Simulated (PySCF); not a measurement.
Input

```
import pyscf.grad
from pyscf import gto, dft

mol = gto.M(
    atom=[
    ('C', (-0.952855, 0.209244, 0.476290)),
    ('S', (0.228006, 0.048492, 1.595228)),
    ('Si', (-0.159667, -1.402566, -0.088231)),
    ('H', (-1.695578, 1.015304, 0.389365)),
],
    charge=1,
    basis='def2-tzvpd',
    spin=0,
    max_memory=3720,
    verbose=3,
)

calc0 = dft.RKS(mol)
calc0.xc = 'pbe0'
calc0 = calc0.density_fit(auxbasis='def2-universal-jkfit')
calc0.conv_tol = 1e-09
calc0.max_cycle = 100
calc0.grids.level = 3
calc0.kernel()
if not calc0.converged:
    calc0 = calc0.newton().run(calc0.mo_coeff, calc0.mo_occ)

e_tot = calc0.e_tot
print('E(%s) = %.9f' % ('PBE0', e_tot))
grad = calc0.Gradients().kernel()
calc0.analyze()
```

Command:

```sh
OMP_NUM_THREADS=2 python input.py
```

Geometry: PBE0-D3(BJ)/def2-SVP.

Computed with Gaussian-basis quantum chemistry of an isolated molecule with PySCF, energy and nuclear gradient, functional PBE0 (PySCF 2.14.0).

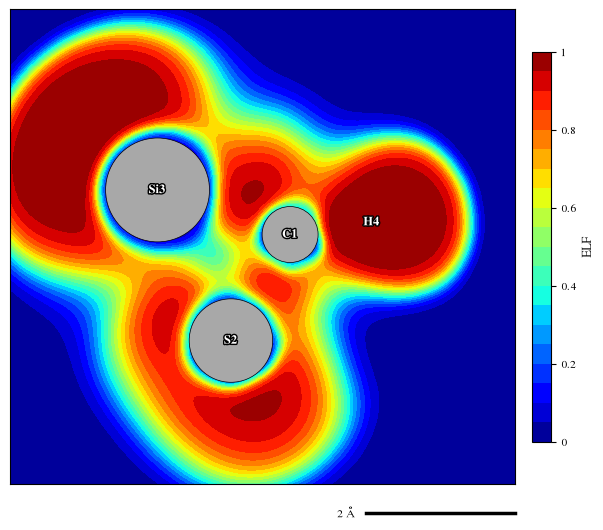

CHSSi (charge +1). Electron localisation function on the molecular plane. Grey discs cover the atomic cores.

Question: Interpret the plot.

Answer: Atoms in the plane: C, S, Si and H.
C–S (1.63 Å): the ELF peaks at about 0.90 between the atoms (a covalent bond).
C–Si (1.88 Å): the ELF peaks at about 0.90 between the atoms: localised, covalent bonding.
Si–S (2.26 Å): the ELF peaks at about 0.70 between the atoms.
C–H (1.10 Å): the ELF climbs to about 1 towards the hydrogen, as it does in any bond to H (an ordinary covalent bond to hydrogen).
The ELF also peaks beside S2 and Si3, away from the bonds: lone-pair regions.
